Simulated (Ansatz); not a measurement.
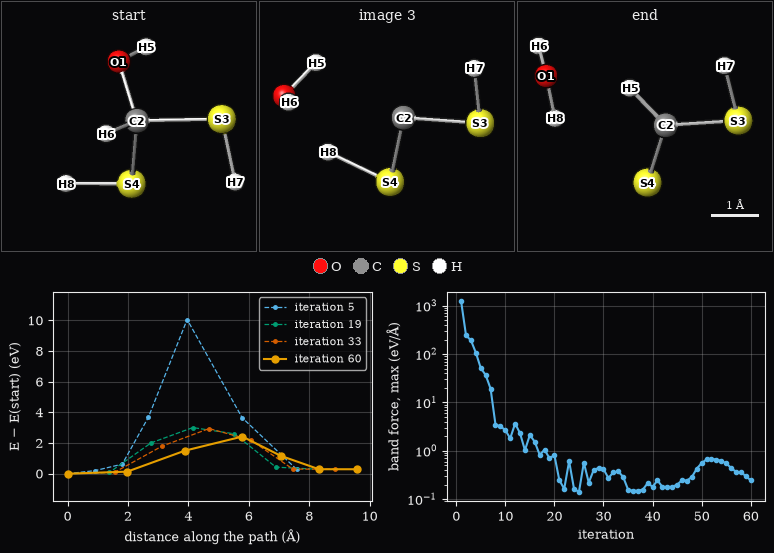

NEB run on CH4OS2. Images are numbered from 0 (start) to 6 (end). The plot follows the band through its iterations. The picture is a ball-and-stick view, seen at a tilt.

Level of theory: RKS LDA/6-31G in Ansatz. Settings: 5 movable images; climbing image; force threshold 0.05 eV/Å; iteration limit 60; starting path through a guess of the saddle point.

Judge this run.

The result isn't final. The band hadn't converged when the run stopped after 60 iterations. The largest component of the band force went from 1200 to 0.24 eV/Å. The barrier read from it is provisional, though the highest image hardly moved in the last two iterations. The first iteration put the highest image at 185.76 eV. The energy climbs by 2.43 eV to image 3 and then falls by 2.13 eV, so the end point sits at +0.29 eV.

Cost: 4.5 min on 1 thread of AMD EPYC 9R14 (Zen 4), with other jobs on the host, peak memory 0.11 GiB.
